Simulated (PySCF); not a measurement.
# BSiH₆OF: a changed input and its effect

System: BSiH₆OF.
Method of run 1: RKS PBE-D4/def2-TZVPP, density fitting (PySCF 2.14.0).

The geometry comes from this level: PBE0-D4/def2-TZVP. Text and figures count atoms from 1; the logs count them from 0 in places.

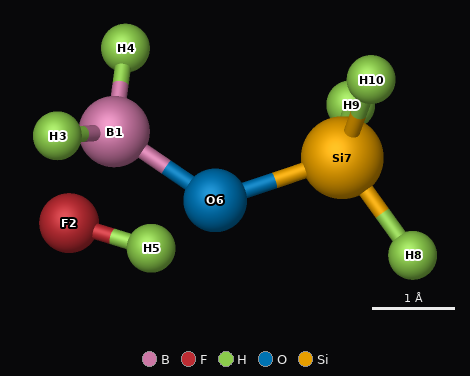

Fig. 1: The structure (ball-and-stick view, seen at a tilt; atoms are numbered from 1 in the order of the input).

## Input file, run 1
```python
import json, numpy as np
from pyscf import gto, scf, dft, mp, cc
EV, BOHR = 27.211386245988, 0.529177210903
mol = gto.M(atom="""
B -1.358575 0.174507 -0.053767
F -1.654542 -1.434007 -0.095580
H -2.145157 0.655358 0.704576
H -1.281378 0.559743 -1.186981
H -0.657067 -1.289686 0.347808
O -0.039857 -0.188340 0.574846
Si 1.464997 0.283725 0.033046
H 2.457925 -0.424087 0.872578
H 1.631184 -0.087857 -1.393990
H 1.582569 1.750644 0.197663
""", basis="def2-tzvpp", charge=0, spin=0, max_memory=8670, verbose=0)
def mean_field(mol, dm=None):
    mf = dft.RKS(mol, xc="pbe").density_fit()
    mf.conv_tol = 1e-9; mf.grids.level = 4
    mf.kernel(dm0=dm)
    if not mf.converged: mf = mf.newton().run(mf.mo_coeff, mf.mo_occ)
    assert mf.converged
    return mf
def d4(mol):
    from pyscf.dispersion.dftd4 import DFTD4Dispersion
    real = gto.M(atom=[(mol.atom_pure_symbol(i), mol.atom_coord(i)) for i in range(10)], unit='B', charge=mol.charge, spin=None, basis='def2-svp', verbose=0)
    r = DFTD4Dispersion(real, xc="pbe", atm=True).get_dispersion(grad=True); return r["energy"], r["gradient"]
def energy_and_gradient(mol, dm=None):
    mf = mean_field(mol, dm); e, g = d4(mol)
    return mf, (mf.e_tot + e) * EV, (mf.nuc_grad_method().kernel()[:10] + g) * EV / BOHR
out = {}
mf = mean_field(mol); e = d4(mol)[0]
out.update(energy=(mf.e_tot + e) * EV, converged=True, dispersion=e * EV)
out['s2'] = mf.spin_square()[0]; out['nelec'] = mol.nelec
print(f"Total energy {out['energy']:.6f} eV, <S^2> {out['s2']:.4f}")
json.dump(out, open("out.json", "w"), default=float)
```

Command:
```bash
OMP_NUM_THREADS=4 python run.py
```

Hardware: 4 threads of Arm Neoverse V1, 23 GiB of memory available, shared host.

## Output (run 1)
```
Total energy -13409.223926 eV, <S^2> 0.0000
```

The input of run 2 differs as follows (lines with − go, lines with + come):
```diff
-B -1.358575 0.174507 -0.053767
-F -1.654542 -1.434007 -0.095580
-H -2.145157 0.655358 0.704576
-H -1.281378 0.559743 -1.186981
-H -0.657067 -1.289686 0.347808
-O -0.039857 -0.188340 0.574846
-Si 1.464997 0.283725 0.033046
-H 2.457925 -0.424087 0.872578
-H 1.631184 -0.087857 -1.393990
-H 1.582569 1.750644 0.197663
+B -0.958818 1.145987 0.280798
+F -1.472953 -2.256691 0.918476
+H -2.048251 1.097358 0.768045
+H -0.449027 2.174449 -0.073254
+H -1.084242 -1.447597 0.652086
+O -0.280084 -0.020236 0.126543
+Si 1.262494 -0.198954 -0.525982
+H 1.569600 -1.641430 -0.451474
+H 1.242633 0.277254 -1.927913
+H 2.212870 0.600732 0.280838
```

Predict how the results change.

With the same method and basis, run 2 lies 13.1 kcal/mol lower.

## Output (run 2)
```
Total energy -13409.790256 eV, <S^2> 0.0000
```

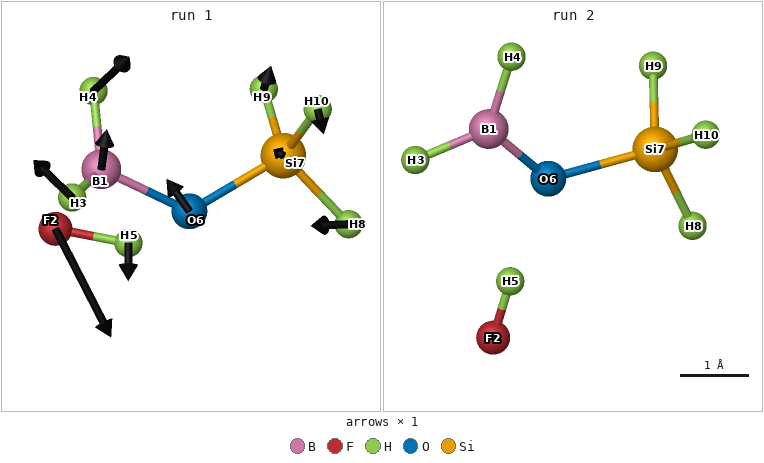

Fig. 2: The two input geometries at one scale (ball-and-stick view, seen at a tilt). The black arrows on the first give the shifts of the atoms after the best rigid fit, at true length. F2 moves most after the best rigid fit: 1.83 Å. By element the largest moves are F 1.83 Å, H 1.18 Å, B 0.63 Å, O 0.60 Å, Si 0.19 Å. Among the contacts that change: F2–H5 1.101 → 0.936 Å, B1–O6 1.505 → 1.358 Å, O6–Si7 1.668 → 1.684 Å.

## The two runs side by side

| quantity | run 1 | run 2 |
| --- | --- | --- |
| outcome | converged | converged |
| total energy (hartree) | −492.779890 | −492.800702 |
| basis functions | 219 | 219 |
| wall time (shared host) | 14 s | 14 s |
